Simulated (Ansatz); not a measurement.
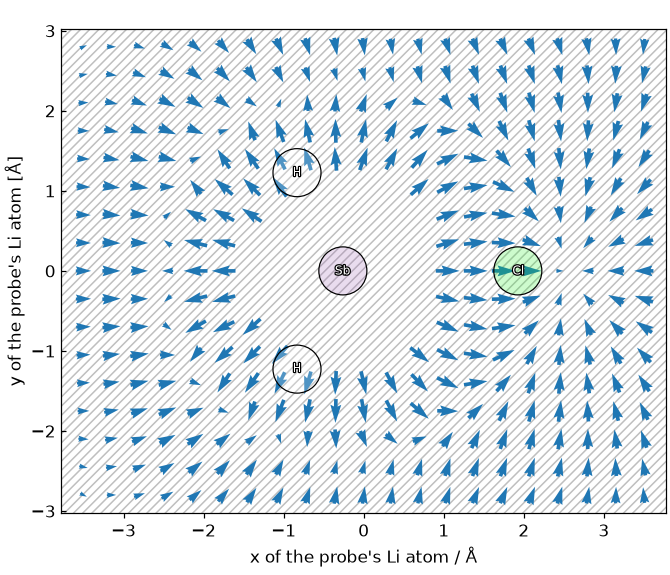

ClH₂Sb (SMILES [Cl][SbH2]) with the probe Li+. 
- The probe is moved over a plane parallel to the molecule's main plane, 2.43 Å above it.
- Coordinates scanned: (1) x of the probe's Li atom; (2) y of the probe's Li atom.
- Nothing is relaxed (molecule and probe rigid).
- The scan uses a 21 × 17 grid; 165 points were computed and 151 follow by symmetry. At 41 points there is no value (left out of the scan, as a rule where atoms come close).
- Method: Ansatz 0.2.0, RHF/def2-TZVP.

The picture shows arrows along the force (downhill), their lengths compressed, labelled circles for the molecule's atoms, projected on the plane, hatched blanks where no value was computed.

The arrows alone are given. Where is the energy lowest?

The arrows converge at about x of the probe's Li atom = 2.53 Å, y of the probe's Li atom = 0.00 Å (read from the interpolated surface).

The energy map of the same scan:

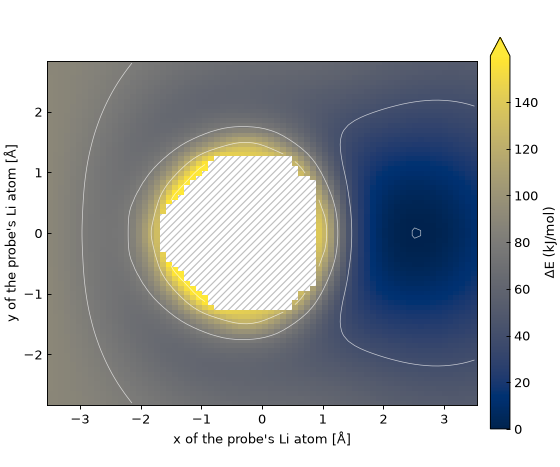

Energies are in kJ/mol, from the lowest grid point; between grid points the surface is interpolated.
